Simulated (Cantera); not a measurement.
A closed system holds: 1 mol Al2O3, 0.77 mol SiCl4, 1.1 mol O2, at 15000 Pa.

Cantera equilibrium calculation (NASA polynomials, part measured and part estimated; ideal gas, pure solids and liquids). Candidate condensed phases: Al, AlCl3, Al2O3, Al2SiO5, Al6Si2O13, Si, SiO2; 26 gas species. Mutual solubility and eutectic melting of coexisting phases are not modelled. Condensed phases not in the tables: AlOCl, alloys, solid solutions and most ternary compounds. Kinetics and transport are ignored.

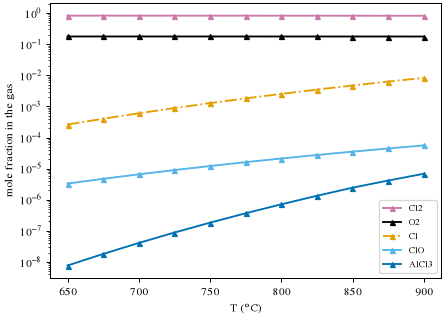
Figure. Equilibrium gas composition (values under 1e-9 drawn at 1e-9)

Problem. Read off the mole fractions at 650 °C.

Solution. Cl2 about 0.82, O2 about 0.18, Cl about 0.00026, ClO about 3.3e-6.
